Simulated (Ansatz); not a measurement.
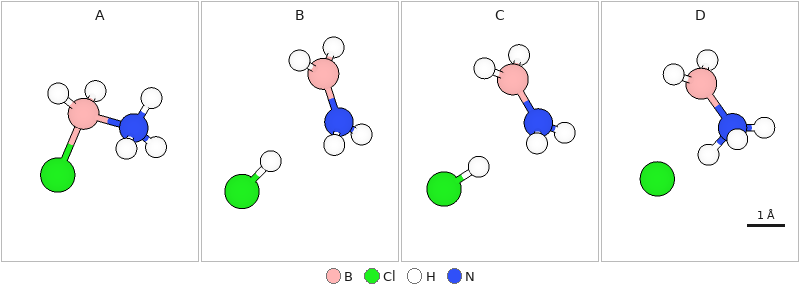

4 geometries from a converged minimum-energy path of BNH5Cl, shuffled. A ball-and-stick model, seen at a tilt.

Method: Ansatz 0.2.0, RHF/def2-mTZVP. Set-up: 5 movable images; climbing image; force threshold 0.05 eV/Å; iteration limit 60; starting path through a guess of the saddle point.

> Which frame is the transition state?

D. In order along the path, whose images run from 0 to 6: A (image 0, 0.0 kcal/mol), D (image 3, +33.1 kcal/mol), C (image 5, +14.4 kcal/mol), B (image 6, +14.0 kcal/mol). Breaking: B–Cl (1.89 → 4.33 Å), H–N (1.00 → 2.47 Å). Forming: Cl–H (2.89 → 1.28 Å).

Limits of the set-up: Hartree-Fock leaves out electron correlation.

The run took 53 s on 1 thread of Arm Neoverse V2, with other jobs on the host, peak memory 0.14 GiB.
